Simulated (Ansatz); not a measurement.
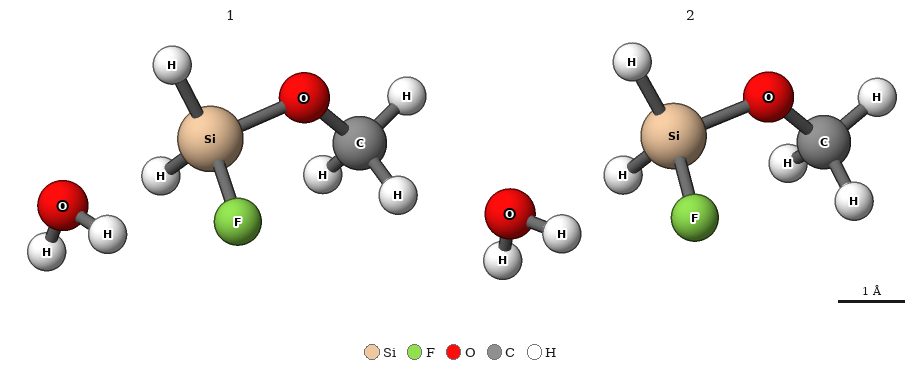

Two geometries of CH$_{7}$FO$_{2}$Si, drawn at one scale. One is the start of a relaxation, the other its converged end. The picture is a ball-and-stick view, seen at a tilt.

Computed with Ansatz, RKS PBE-D4/def2-SVP. Settings: no spin polarisation; force threshold 0.03 eV/Å; at most 50 steps.

Q: Which of the two is the end point?

A: Structure 1 is the relaxed one. The run prepares an end point of a later path (reaction) calculation, from a guessed geometry. The atom that moves furthest after the best rigid fit is an O atom (0.28 Å). Largest moves by element: O 0.28 Å, H 0.23 Å, Si 0.08 Å, F 0.08 Å, C 0.08 Å. Near-neighbour distances that change, for instance: O–Si 3.066 → 2.714 Å, F–Si 1.668 → 1.660 Å, O–Si 1.665 → 1.672 Å. Among the angles between lasting bonds that change: H–Si–H 117.3° → 119.5°. The energy falls by 2.94 kJ/mol in 7 accepted moves (8 points after the start). The largest force component goes from 0.34 to 0.027 eV/Å. The line search rejected the trial step at point 3 of the run.
